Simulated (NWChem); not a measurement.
# One shape, several levels: BHO2 (SMILES O=BO)

We compute a comparison of 6 runs (BLYP/def2-TZVPP, PBE/def2-TZVPP, SVWN5/def2-TZVPP, TPSS/def2-TZVPP, revPBE/def2-TZVPP, CCSD(T)/def2-TZVPP) of BHO2. 

Program for the calculation: NWChem 7.3.0.

### Step 1. Starting point

The species is BHO2 (4 atoms), meant as a singlet with charge 0. As SMILES, `O=BO`. The shape is that of a PBE0-D4/def2-TZVP optimisation.

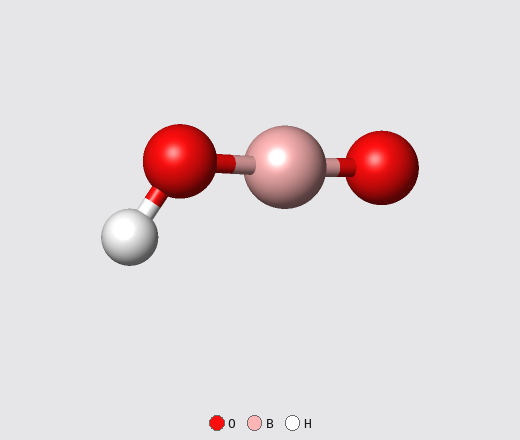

The structure, seen from a chosen angle (oxygen red, boron pink, hydrogen white).

### Step 2. Energy and forces at BLYP/def2-TZVPP (run 1)

calc.nw

```
start calc
memory 2200 mb

geometry units bohr noautosym nocenter noautoz
  O   -2.93871310   0.98927163   0.80974764
  B   -0.80105490   0.24944385   0.46978591
  O    1.54333933  -0.57069729   0.20522426
  H    2.19642867  -0.66801819  -1.48475782
end

basis spherical bse
  O library def2-TZVPP
  B library def2-TZVPP
  H library def2-TZVPP
end

dft
  xc becke88 lyp
  grid fine
  convergence energy 1e-08
  maxiter 100
  mulliken
end

task dft gradient
```

Launch:

```console
$ nwchem calc.nw > calc.out
```

What it wrote:

```text
[...]
          Wavefunction type:  closed shell.
          No. of atoms     :     4
          No. of electrons :    22
[...]
          Charge           :     0
          Spin multiplicity:     1
[...]
          AO basis - number of functions:   107
[...]
              XC Information
              --------------
                    Becke 1988 Exchange Functional  1.000
              Lee-Yang-Parr Correlation Functional  1.000
[...]
 d= 0,ls=0.0,diis     1   -175.8953154307 -2.30D+02  1.49D-02  1.32D+00     1.8
[...]
 d= 0,ls=0.0,diis    11   -176.0408799477 -8.04D-10  7.12D-08  4.50D-10    15.5
         Total DFT energy =     -176.040879947662
      One electron energy =     -347.856951623314
           Coulomb energy =      139.457661484017
    Exchange-Corr. energy =      -21.647166320732
 Nuclear repulsion energy =       54.005576512366
[...]
      Total Density - Mulliken Population Analysis
     ---------------------------------------------
    Atom       Charge   Shell Charges
 -----------   ------   -------------------------------------------------------
    1 O    8     8.19   0.79  1.18  0.63  0.83  0.34  1.90  1.66  0.86  0.00  0.01  0.00
    2 B    5     4.81   0.92  1.05  0.57  0.10  0.02  1.10  0.65  0.14  0.11  0.10  0.05
    3 O    8     8.22   0.79  1.18  0.60  0.83  0.30  1.96  1.75  0.79  0.00  0.01  0.00
    4 H    1     0.78   0.26  0.38  0.04  0.02  0.07  0.01
[...]
  wavefunction    = closed shell
                         DFT ENERGY GRADIENTS
    atom               coordinates                        gradient
                 x          y          z           x          y          z
   1 O      -2.938713   0.989272   0.809748    0.020439  -0.007028  -0.003810
   2 B      -0.801055   0.249444   0.469786   -0.007414   0.002494   0.002053
   3 O       1.543339  -0.570697   0.205224   -0.008695   0.003656  -0.006586
   4 H       2.196429  -0.668018  -1.484758   -0.004330   0.000878   0.008342
[...]
```

It took 23 s on 1 thread of Intel Xeon Platinum 8488C (Sapphire Rapids), shared host; peak memory 0.12 GiB.

### Step 3. Energy and gradient at PBE/def2-TZVPP (run 2)

run.nw

```
START run
memory total 2200 mb

GEOMETRY units atomic noautosym nocenter noautoz
  O   -2.93871310   0.98927163   0.80974764
  B   -0.80105490   0.24944385   0.46978591
  O    1.54333933  -0.57069729   0.20522426
  H    2.19642867  -0.66801819  -1.48475782
END

BASIS spherical bse
  O library def2-TZVPP
  B library def2-TZVPP
  H library def2-TZVPP
END

DFT
  xc xpbe96 cpbe96
  grid fine
  convergence energy 1e-08
  maxiter 100
  mulliken
  print medium
END

TASK dft gradient
```

Launch:

```console
$ nwchem run.nw > run.out
```

What it wrote:

```text
[...]
          Wavefunction type:  closed shell.
          No. of atoms     :     4
          No. of electrons :    22
[...]
          Charge           :     0
          Spin multiplicity:     1
[...]
          AO basis - number of functions:   107
[...]
              XC Information
              --------------
          PerdewBurkeErnzerhof Exchange Functional  1.000
            Perdew 1991 LDA Correlation Functional  1.000 local
           PerdewBurkeErnz. Correlation Functional  1.000 non-local
[...]
 d= 0,ls=0.0,diis     1   -175.7224929220 -2.30D+02  1.47D-02  1.30D+00     1.8
[...]
 d= 0,ls=0.0,diis    11   -175.8673314931 -5.27D-10  7.52D-08  5.49D-10    15.4
         Total DFT energy =     -175.867331493135
      One electron energy =     -347.818577614910
           Coulomb energy =      139.406982566235
    Exchange-Corr. energy =      -21.461312956825
 Nuclear repulsion energy =       54.005576512366
[...]
      Total Density - Mulliken Population Analysis
     ---------------------------------------------
    Atom       Charge   Shell Charges
 -----------   ------   -------------------------------------------------------
    1 O    8     8.19   0.79  1.18  0.62  0.85  0.31  1.88  1.70  0.84  0.00  0.01  0.00
    2 B    5     4.81   0.92  1.05  0.57  0.11  0.01  1.09  0.66  0.14  0.11  0.11  0.05
    3 O    8     8.23   0.79  1.18  0.59  0.86  0.28  1.94  1.81  0.77  0.00  0.01  0.00
    4 H    1     0.77   0.26  0.37  0.03  0.02  0.07  0.01
[...]
  wavefunction    = closed shell
                         DFT ENERGY GRADIENTS
    atom               coordinates                        gradient
                 x          y          z           x          y          z
   1 O      -2.938713   0.989272   0.809748    0.020582  -0.007073  -0.003888
   2 B      -0.801055   0.249444   0.469786   -0.009883   0.003297   0.003086
   3 O       1.543339  -0.570697   0.205224   -0.007624   0.003272  -0.006598
   4 H       2.196429  -0.668018  -1.484758   -0.003075   0.000503   0.007400
[...]
```

Run time: 23 s. Hardware: 1 thread of Intel Xeon Platinum 8488C (Sapphire Rapids), shared host; peak memory 0.13 GiB.

Runs 3 to 5 aren't shown in full; the table further down has their settings and results.

### Step 4. The energy at CCSD(T)/def2-TZVPP (run 6)

mol.nw

```
start mol
title "BHO2 energy"
memory 2200 mb
geometry noautosym nocenter noautoz
   O     -1.555100     0.523500     0.428500
   B     -0.423900     0.132000     0.248600
   O      0.816700    -0.302000     0.108600
   H      1.162300    -0.353500    -0.785700
end
basis spherical bse
   * library def2-TZVPP
end
scf
   thresh 1e-08
   maxiter 80
   noprint "final vectors analysis"
end
ccsd
   freeze core 3
   maxiter 60
end
task ccsd(t) energy
```

Launch:

```console
$ nwchem mol.nw > mol.out
```

What it wrote:

```text
[...]
  functions       =   107
[...]
  wavefunction    = RHF
[...]
         Total SCF energy =   -175.160929342511
      One-electron energy =   -347.724930137100
      Two-electron energy =    118.558420307438
 Nuclear repulsion energy =     54.005580487150
        Time for solution =     17.5s
[...]
 Total MP2 energy:           -175.718685419958831
[...]
             energy      energy      error      ampl     ampl      Block
                                                time     time      time
[...]
 Total CCSD energy:           -175.719124208669314
[...]
 Total CCSD+T(CCSD) energy:           -175.742898111941741
[...]
 Total CCSD(T) energy:                -175.741390440661235
[...]
```

Wall time 3.3 min (1 thread of Intel Xeon Platinum 8488C (Sapphire Rapids), shared host); peak memory 0.29 GiB.

### Step 5. All runs side by side

```tsv
run	level	task	integration grid	energy (Eh)	dipole moment (D)	HOMO energy (eV)	LUMO energy (eV)	wall time
1	BLYP/def2-TZVPP	gradient	fine	-176.040880	3.74	-7.67	-1.40	23 s
2	PBE/def2-TZVPP	gradient	fine	-175.867331	3.73	-7.77	-1.32	23 s
3	SVWN5/def2-TZVPP	gradient	fine	-174.720712	3.78	-8.01	-1.43	20 s
4	TPSS/def2-TZVPP	gradient	fine	-176.079477	3.75	-7.83	-1.10	26 s
5	revPBE/def2-TZVPP	gradient	fine	-176.007712	3.71	-7.69	-1.27	29 s
6	CCSD(T)/def2-TZVPP	energy	–	-175.741390	–	–	–	3.3 min
```

### Step 6. Summary of results

| quantity | value |
| --- | --- |
| run 6: total energy | -175.74139 Eh |
| run 6: correlation energy (3 core orbitals frozen) | -580.5 mEh |
| run 6: (T) correction | -22.27 mEh |

What this shows: Over runs 1, 2, 3, 4, 5 the dipole moment (its size) runs from 3.71 D (revPBE/def2-TZVPP) to 3.78 D (SVWN5/def2-TZVPP). Over runs 1, 2, 3, 4, 5 the HOMO–LUMO gap runs from 6.27 eV (BLYP/def2-TZVPP) to 6.73 eV (TPSS/def2-TZVPP). Totals of different functionals can't be ranked against each other. All runs together took 5.2 min, the longest 3.3 min.
